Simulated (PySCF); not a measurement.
**Geometry relaxation, with input and output: C₂H₇GeNS**

The run: geometry relaxation of C₂H₇GeNS, SMILES C[C](=S)[GeH2][NH2]. Method and program: PBE0-D3(BJ)/def2-SVP geometry optimisation, gas phase (PySCF 2.14.0).

It belongs to a series of runs on one base structure; here: H on Ge replaced by C(S)CH3.

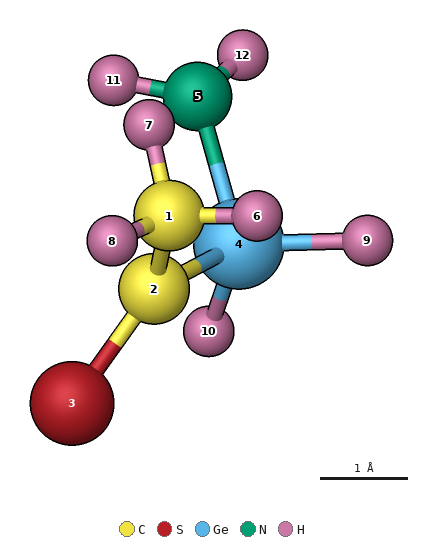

Fig. 1: The input geometry (ball-and-stick view, seen at an oblique angle; atoms are numbered from 1 in the order of the input). Sticks mark near contacts. Bond lengths as drawn: C–C 1.46 Å, C–Ge 2.01 Å, C–H 1.08 to 1.11 Å, C–S 1.63 Å, Ge–H 1.49 to 1.51 Å, Ge–N 1.80 Å and H–N 1.00 to 1.02 Å.

## Summary

| quantity | value |
| --- | --- |
| outcome | converged |
| total energy | −2609.316706 hartree |
| dipole moment | 2.89 D |
| point group | C1 |
| hardware | 1 CPU thread, shared host |
| wall time | 3.2 min |
| peak memory | 0.53 GiB |

## Input file
```
{"job": {"xc": "PBE0", "basis": "def2-SVP", "d3": "d3bj", "grid": 1, "shake": 0.01, "kind": "geom"}, "charge": 0, "multiplicity": 1}
C     -1.589980     0.332970     0.804930
C     -0.932300    -0.650700    -0.047770
S     -1.770000    -1.686970    -0.992940
Ge     1.078670    -0.698880    -0.025420
N      1.579000     0.991710    -0.393500
H     -1.396480     0.149960     1.847400
H     -1.188900     1.345370     0.590840
H     -2.672230     0.364850     0.640000
H      1.589550    -0.971040     1.372110
H      1.498100    -1.773700    -0.974060
H      1.269100     1.380470    -1.258890
H      2.575150     1.187690    -0.277580
```

The first line tells a small driver script what to run in PySCF; the rest is the geometry in Å.

Command:
```bash
OMP_NUM_THREADS=1 python <driver script> task.json out
```

## The program's output
```
step   0  E = -2609.31171613  max force = 0.025549
step   1  E = -2609.31564588  max force = 0.005997
step   2  E = -2609.31610959  max force = 0.001718
step   3  E = -2609.31620374  max force = 0.001606
step   4  E = -2609.31629656  max force = 0.001093
step   5  E = -2609.31635323  max force = 0.000638
step   6  E = -2609.31641358  max force = 0.000997
step   7  E = -2609.31649561  max force = 0.001699
step   8  E = -2609.31656833  max force = 0.001437
step   9  E = -2609.31660561  max force = 0.000563
step  10  E = -2609.31662095  max force = 0.000300
step  11  E = -2609.31663802  max force = 0.000545
step  12  E = -2609.31665935  max force = 0.000879
step  13  E = -2609.31667990  max force = 0.000835
step  14  E = -2609.31669602  max force = 0.000485
step  15  E = -2609.31670614  max force = 0.000362
optimisation converged
```

## Trajectory as extended XYZ (Å, eV, eV/Å), 16 frames, from step=0 to step=15
```
12
Properties=species:S:1:pos:R:3:forces:R:3 step=0 energy=-71002.98835
C    -1.5900    0.3330    0.8049   -0.5384   1.3024  -0.5060
C    -0.9323   -0.6507   -0.0478    0.6021  -0.9853  -0.6022
S    -1.7700   -1.6870   -0.9929    0.2857   0.1242   0.0838
Ge    1.0787   -0.6989   -0.0254   -1.3138  -0.0764   0.2454
N     1.5790    0.9917   -0.3935    0.8372   0.5640   0.5878
H    -1.3965    0.1500    1.8474    0.2746  -0.1902   0.9609
H    -1.1889    1.3454    0.5908    0.0823  -0.1534   0.1206
H    -2.6722    0.3649    0.6400   -0.1796  -0.1163   0.0154
H     1.5896   -0.9710    1.3721    0.1779  -0.1437   0.5035
H     1.4981   -1.7737   -0.9741    0.2859  -0.6166  -0.6062
H     1.2691    1.3805   -1.2589   -0.2444   0.2740  -0.7818
H     2.5751    1.1877   -0.2776   -0.2694   0.0172  -0.0212
12
Properties=species:S:1:pos:R:3:forces:R:3 step=1 energy=-71003.09529
C    -1.5621    0.3151    0.9016    0.1266  -0.0531   0.0493
C    -0.9151   -0.7331    0.0552   -0.0135   0.0900   0.1059
S    -1.7275   -1.9537   -0.6408   -0.0141  -0.0435  -0.0517
Ge    1.0482   -0.6381   -0.1361    0.1755  -0.0598  -0.0534
N     1.4997    1.1160   -0.5329   -0.3084  -0.2448  -0.0003
H    -1.3128    0.1352    1.9671    0.0119  -0.0048  -0.1343
H    -1.1486    1.3056    0.6602    0.0169   0.0948  -0.0070
H    -2.6530    0.3088    0.7931   -0.1000  -0.0103  -0.0046
H     1.6780   -0.9305    1.2508    0.0108   0.0428  -0.1279
H     1.4783   -1.7306   -1.1626   -0.0687   0.2535   0.1432
H     1.1702    1.4480   -1.4386    0.0780  -0.0771   0.0731
H     2.4879    1.3300   -0.4482    0.0849   0.0123   0.0075
12
Properties=species:S:1:pos:R:3:forces:R:3 step=2 energy=-71003.10791
C    -1.5494    0.3238    0.8925   -0.0436  -0.0186  -0.0558
C    -0.9145   -0.7382    0.0571    0.0545   0.0330   0.0304
S    -1.7214   -1.9586   -0.6490   -0.0466   0.0273   0.0108
Ge    1.0469   -0.6475   -0.1294    0.0350  -0.0883   0.0646
N     1.4683    1.1024   -0.5138   -0.0623   0.0254   0.0073
H    -1.2918    0.1459    1.9528    0.0152   0.0019  -0.0084
H    -1.1305    1.3135    0.6437   -0.0029  -0.0175  -0.0061
H    -2.6439    0.3227    0.7915   -0.0050  -0.0013   0.0110
H     1.6965   -0.9357    1.2409    0.0298  -0.0048  -0.0116
H     1.4832   -1.7030   -1.1655   -0.0093   0.0275  -0.0213
H     1.1435    1.4212   -1.4232    0.0368  -0.0041  -0.0258
H     2.4564    1.3263   -0.4290   -0.0015   0.0197   0.0049
12
Properties=species:S:1:pos:R:3:forces:R:3 step=3 energy=-71003.11047
C    -1.5492    0.3255    0.8849    0.0111   0.0664  -0.0192
C    -0.9073   -0.7411    0.0638   -0.0705  -0.0201   0.0061
S    -1.7378   -1.9507   -0.6340    0.0381  -0.0372  -0.0380
Ge    1.0556   -0.6568   -0.1254   -0.0426  -0.0406   0.0820
N     1.4557    1.0980   -0.5021    0.0113   0.0826   0.0021
H    -1.2873    0.1593    1.9449    0.0123   0.0197   0.0384
H    -1.1346    1.3144    0.6249   -0.0064  -0.0123   0.0061
H    -2.6448    0.3179    0.7859    0.0384  -0.0131   0.0007
H     1.7251   -0.9484    1.2327    0.0155  -0.0170   0.0083
H     1.4900   -1.6902   -1.1774    0.0012  -0.0451  -0.0602
H     1.1365    1.4102   -1.4154    0.0122   0.0075  -0.0418
H     2.4412    1.3344   -0.4139   -0.0204   0.0092   0.0155
12
Properties=species:S:1:pos:R:3:forces:R:3 step=4 energy=-71003.11299
C    -1.5410    0.3298    0.8783   -0.0251   0.0102  -0.0098
C    -0.9080   -0.7499    0.0678   -0.0153  -0.0320  -0.0133
S    -1.7336   -1.9623   -0.6323    0.0161   0.0106   0.0069
Ge    1.0544   -0.6655   -0.1219   -0.0209   0.0025   0.0312
N     1.4363    1.0980   -0.4897    0.0236   0.0562  -0.0049
H    -1.2702    0.1803    1.9389    0.0066   0.0148   0.0250
H    -1.1252    1.3130    0.6008    0.0015  -0.0076  -0.0051
H    -2.6368    0.3235    0.7875    0.0148  -0.0080   0.0031
H     1.7367   -0.9642    1.2286    0.0062  -0.0119   0.0023
H     1.4874   -1.6849   -1.1901   -0.0003  -0.0326  -0.0344
H     1.1255    1.4068   -1.4076    0.0045  -0.0041  -0.0242
H     2.4175    1.3482   -0.3916   -0.0120   0.0019   0.0232
12
Properties=species:S:1:pos:R:3:forces:R:3 step=5 energy=-71003.11454
C    -1.5386    0.3310    0.8729   -0.0148  -0.0158   0.0089
C    -0.9083   -0.7585    0.0733    0.0122  -0.0146  -0.0042
S    -1.7312   -1.9768   -0.6190    0.0019   0.0095   0.0158
Ge    1.0536   -0.6698   -0.1236    0.0020   0.0328  -0.0187
N     1.4255    1.1020   -0.4787    0.0063  -0.0001  -0.0182
H    -1.2540    0.2065    1.9340    0.0024   0.0062  -0.0042
H    -1.1304    1.3099    0.5711   -0.0009   0.0020  -0.0070
H    -2.6347    0.3164    0.7944   -0.0050  -0.0024   0.0021
H     1.7478   -0.9794    1.2183   -0.0005  -0.0079  -0.0001
H     1.4818   -1.6785   -1.2081   -0.0083   0.0023   0.0026
H     1.1295    1.4081   -1.4030    0.0087  -0.0080  -0.0003
H     2.4021    1.3617   -0.3628   -0.0040  -0.0040   0.0232
12
Properties=species:S:1:pos:R:3:forces:R:3 step=6 energy=-71003.11618
C    -1.5402    0.3301    0.8663    0.0018  -0.0293   0.0162
C    -0.9086   -0.7691    0.0809    0.0275   0.0103   0.0089
S    -1.7267   -2.0013   -0.5914   -0.0072  -0.0011   0.0173
Ge    1.0517   -0.6703   -0.1308    0.0166   0.0504  -0.0435
N     1.4178    1.1093   -0.4659   -0.0112  -0.0512  -0.0326
H    -1.2303    0.2442    1.9246   -0.0009  -0.0050  -0.0236
H    -1.1527    1.3054    0.5275   -0.0064   0.0090  -0.0058
H    -2.6368    0.2961    0.8107   -0.0172   0.0031   0.0006
H     1.7599   -0.9976    1.1998   -0.0079  -0.0039  -0.0015
H     1.4711   -1.6638   -1.2350   -0.0103   0.0265   0.0250
H     1.1500    1.4138   -1.3998    0.0123  -0.0036   0.0195
H     2.3880    1.3761   -0.3181    0.0030  -0.0053   0.0196
12
Properties=species:S:1:pos:R:3:forces:R:3 step=7 energy=-71003.11841
C    -1.5476    0.3262    0.8567    0.0193  -0.0296   0.0124
C    -0.9089   -0.7833    0.0917    0.0319   0.0363   0.0191
S    -1.7153   -2.0439   -0.5396   -0.0111  -0.0144   0.0147
Ge    1.0477   -0.6651   -0.1462    0.0233   0.0495  -0.0476
N     1.4143    1.1212   -0.4506   -0.0201  -0.0874  -0.0427
H    -1.1953    0.3003    1.9049   -0.0050  -0.0166  -0.0295
H    -1.2037    1.2969    0.4618   -0.0119   0.0115  -0.0023
H    -2.6436    0.2560    0.8424   -0.0218   0.0074  -0.0016
H     1.7720   -1.0209    1.1683   -0.0133  -0.0001  -0.0009
H     1.4534   -1.6354   -1.2768   -0.0073   0.0403   0.0336
H     1.1969    1.4286   -1.3967    0.0109   0.0049   0.0325
H     2.3731    1.3921   -0.2472    0.0052  -0.0018   0.0124
12
Properties=species:S:1:pos:R:3:forces:R:3 step=8 energy=-71003.12039
C    -1.5580    0.3202    0.8480    0.0231  -0.0133   0.0009
C    -0.9079   -0.7939    0.1003    0.0175   0.0404   0.0164
S    -1.6990   -2.0860   -0.4853   -0.0055  -0.0200   0.0100
Ge    1.0440   -0.6557   -0.1635    0.0163   0.0258  -0.0290
N     1.4175    1.1320   -0.4408   -0.0106  -0.0739  -0.0317
H    -1.1680    0.3470    1.8823   -0.0068  -0.0176  -0.0167
H    -1.2622    1.2868    0.4063   -0.0101   0.0068   0.0009
H    -2.6511    0.2141    0.8739   -0.0145   0.0062  -0.0029
H     1.7768   -1.0380    1.1387   -0.0112   0.0014   0.0000
H     1.4385   -1.6042   -1.3147   -0.0021   0.0310   0.0204
H     1.2494    1.4478   -1.3936    0.0031   0.0086   0.0265
H     2.3631    1.4028   -0.1829    0.0007   0.0046   0.0051
12
Properties=species:S:1:pos:R:3:forces:R:3 step=9 energy=-71003.12140
C    -1.5656    0.3152    0.8410    0.0093   0.0046  -0.0108
C    -0.9056   -0.8000    0.1048   -0.0015   0.0204   0.0051
S    -1.6833   -2.1162   -0.4451    0.0025  -0.0153   0.0073
Ge    1.0425   -0.6484   -0.1761    0.0030   0.0012  -0.0056
N     1.4213    1.1379   -0.4354    0.0077  -0.0289  -0.0086
H    -1.1550    0.3727    1.8655   -0.0051  -0.0093   0.0003
H    -1.3029    1.2793    0.3733   -0.0013   0.0004   0.0038
H    -2.6557    0.1861    0.8913   -0.0027   0.0016  -0.0027
H     1.7771   -1.0478    1.1196   -0.0040   0.0004   0.0005
H     1.4317   -1.5806   -1.3398    0.0013   0.0100   0.0004
H     1.2826    1.4646   -1.3887   -0.0043   0.0069   0.0099
H     2.3559    1.4098   -0.1415   -0.0048   0.0080   0.0002
12
Properties=species:S:1:pos:R:3:forces:R:3 step=10 energy=-71003.12182
C    -1.5690    0.3125    0.8354   -0.0041   0.0110  -0.0154
C    -0.9032   -0.8040    0.1070   -0.0076   0.0012  -0.0034
S    -1.6720   -2.1346   -0.4212    0.0062  -0.0073   0.0074
Ge    1.0428   -0.6453   -0.1826   -0.0047  -0.0066   0.0066
N     1.4224    1.1405   -0.4311    0.0144   0.0017   0.0060
H    -1.1524    0.3830    1.8564   -0.0032  -0.0026   0.0077
H    -1.3198    1.2750    0.3571    0.0052  -0.0024   0.0054
H    -2.6577    0.1737    0.8942    0.0033  -0.0011  -0.0023
H     1.7783   -1.0534    1.1098    0.0010  -0.0016  -0.0003
H     1.4303   -1.5675   -1.3535    0.0019  -0.0022  -0.0088
H     1.2932    1.4766   -1.3820   -0.0067   0.0036  -0.0012
H     2.3504    1.4160   -0.1207   -0.0057   0.0063  -0.0017
12
Properties=species:S:1:pos:R:3:forces:R:3 step=11 energy=-71003.12229
C    -1.5723    0.3093    0.8266   -0.0155   0.0126  -0.0161
C    -0.8992   -0.8102    0.1104   -0.0092  -0.0162  -0.0095
S    -1.6561   -2.1582   -0.3909    0.0077   0.0012   0.0074
Ge    1.0446   -0.6426   -0.1888   -0.0088  -0.0081   0.0141
N     1.4216    1.1441   -0.4232    0.0131   0.0280   0.0174
H    -1.1547    0.3923    1.8461   -0.0014   0.0029   0.0108
H    -1.3324    1.2692    0.3387    0.0100  -0.0034   0.0061
H    -2.6599    0.1623    0.8893    0.0069  -0.0027  -0.0020
H     1.7833   -1.0609    1.0982    0.0052  -0.0042  -0.0020
H     1.4296   -1.5518   -1.3699    0.0019  -0.0104  -0.0132
H     1.2962    1.4931   -1.3695   -0.0064  -0.0011  -0.0100
H     2.3425    1.4261   -0.0982   -0.0034   0.0015  -0.0031
12
Properties=species:S:1:pos:R:3:forces:R:3 step=12 energy=-71003.12287
C    -1.5767    0.3044    0.8128   -0.0202   0.0092  -0.0119
C    -0.8922   -0.8205    0.1164   -0.0065  -0.0267  -0.0110
S    -1.6314   -2.1917   -0.3477    0.0070   0.0081   0.0064
Ge    1.0484   -0.6391   -0.1956   -0.0095  -0.0064   0.0153
N     1.4183    1.1505   -0.4089    0.0024   0.0452   0.0242
H    -1.1639    0.4033    1.8329   -0.0003   0.0056   0.0095
H    -1.3425    1.2600    0.3141    0.0109  -0.0025   0.0051
H    -2.6632    0.1491    0.8744    0.0070  -0.0025  -0.0018
H     1.7958   -1.0722    1.0811    0.0075  -0.0066  -0.0039
H     1.4283   -1.5292   -1.3925    0.0017  -0.0129  -0.0120
H     1.2915    1.5167   -1.3482   -0.0029  -0.0058  -0.0157
H     2.3309    1.4415   -0.0701    0.0029  -0.0049  -0.0041
12
Properties=species:S:1:pos:R:3:forces:R:3 step=13 energy=-71003.12342
C    -1.5817    0.2985    0.7977   -0.0136   0.0031  -0.0041
C    -0.8840   -0.8322    0.1245   -0.0002  -0.0213  -0.0060
S    -1.6038   -2.2256   -0.3024    0.0037   0.0084   0.0038
Ge    1.0532   -0.6347   -0.2006   -0.0058  -0.0031   0.0081
N     1.4129    1.1594   -0.3915   -0.0121   0.0429   0.0231
H    -1.1792    0.4126    1.8207   -0.0005   0.0037   0.0042
H    -1.3478    1.2493    0.2903    0.0063  -0.0007   0.0024
H    -2.6675    0.1366    0.8527    0.0033  -0.0009  -0.0018
H     1.8142   -1.0844    1.0619    0.0059  -0.0066  -0.0044
H     1.4261   -1.5043   -1.4154    0.0016  -0.0084  -0.0056
H     1.2803    1.5405   -1.3239    0.0026  -0.0081  -0.0145
H     2.3202    1.4570   -0.0452    0.0089  -0.0090  -0.0052
12
Properties=species:S:1:pos:R:3:forces:R:3 step=14 energy=-71003.12386
C    -1.5854    0.2940    0.7883   -0.0015  -0.0016   0.0025
C    -0.8778   -0.8403    0.1313    0.0043  -0.0047  -0.0006
S    -1.5846   -2.2464   -0.2743    0.0002   0.0023   0.0017
Ge    1.0569   -0.6308   -0.2020   -0.0006  -0.0009  -0.0027
N     1.4077    1.1674   -0.3783   -0.0206   0.0249   0.0163
H    -1.1946    0.4157    1.8152   -0.0010  -0.0006  -0.0011
H    -1.3471    1.2421    0.2783    0.0003   0.0005  -0.0001
H    -2.6711    0.1293    0.8334   -0.0010   0.0004  -0.0013
H     1.8305   -1.0921    1.0484    0.0017  -0.0040  -0.0026
H     1.4242   -1.4864   -1.4292    0.0012  -0.0011   0.0016
H     1.2687    1.5545   -1.3075    0.0066  -0.0067  -0.0080
H     2.3159    1.4659   -0.0348    0.0105  -0.0084  -0.0057
12
Properties=species:S:1:pos:R:3:forces:R:3 step=15 energy=-71003.12414
C    -1.5880    0.2910    0.7851    0.0064  -0.0031   0.0043
C    -0.8745   -0.8441    0.1354    0.0036   0.0088   0.0021
S    -1.5746   -2.2555   -0.2626   -0.0009  -0.0034   0.0009
Ge    1.0588   -0.6273   -0.2018    0.0029  -0.0034  -0.0092
N     1.4041    1.1738   -0.3710   -0.0186   0.0057   0.0079
H    -1.2052    0.4146    1.8149   -0.0009  -0.0035  -0.0032
H    -1.3460    1.2387    0.2760   -0.0032   0.0010  -0.0011
H    -2.6738    0.1252    0.8225   -0.0030   0.0009  -0.0003
H     1.8402   -1.0953    1.0411   -0.0018  -0.0007   0.0001
H     1.4231   -1.4759   -1.4353    0.0008   0.0041   0.0049
H     1.2624    1.5596   -1.3005    0.0062  -0.0024  -0.0023
H     2.3166    1.4680   -0.0350    0.0085  -0.0039  -0.0041
```

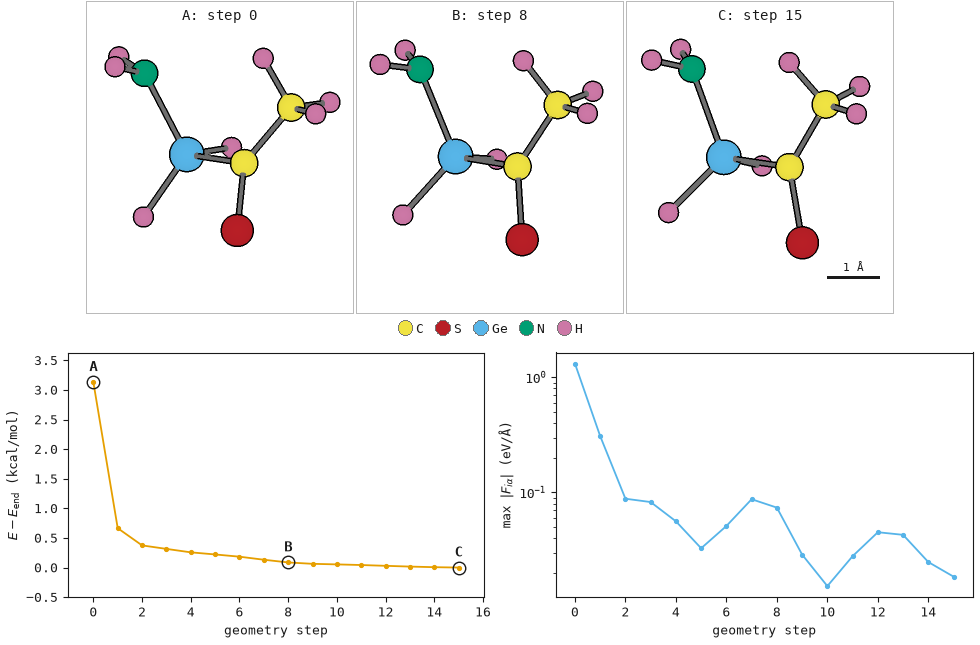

Fig. 2: Frames of the relaxation (ball-and-stick view, seen at a tilt) above the curves, on which the letters mark them (steps are counted from 0).

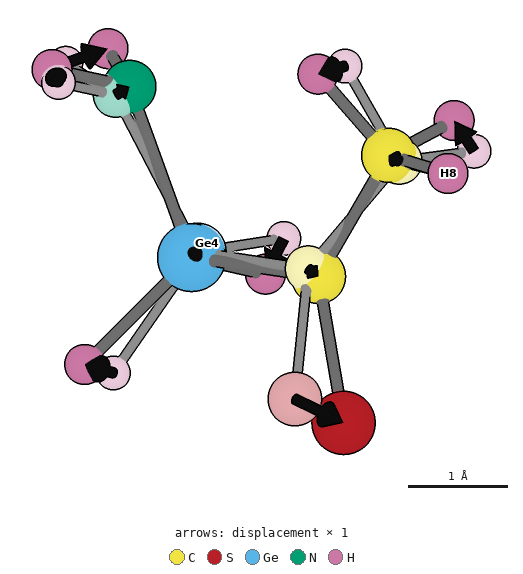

Fig. 3: Start (faint) and end (solid) with the displacements as black arrows, at true length (ball-and-stick view, seen at a tilt). The two geometries are laid on each other by the best rigid fit. The atom that moves furthest after the best rigid fit is S3 (0.68 Å). By element the largest moves are S 0.68 Å, H 0.47 Å, N 0.17 Å, C 0.15 Å, Ge 0.14 Å. Distances before and after: Ge4–H10 1.494 → 1.541 Å, Ge4–N5 1.801 → 1.842 Å, C2–Ge4 2.012 → 1.974 Å, C1–C2 1.459 → 1.490 Å. Among the angles that change: H7–C1–H8 107.5° → 111.2°, C2–Ge4–N5 104.7° → 107.9°, N5–Ge4–H10 117.9° → 114.9°. After 15 geometry steps the energy has fallen by 3.13 kcal/mol. The largest force component goes from 1.3 to 0.019 eV/Å. (Atoms are counted from 1 in the order of the input.)
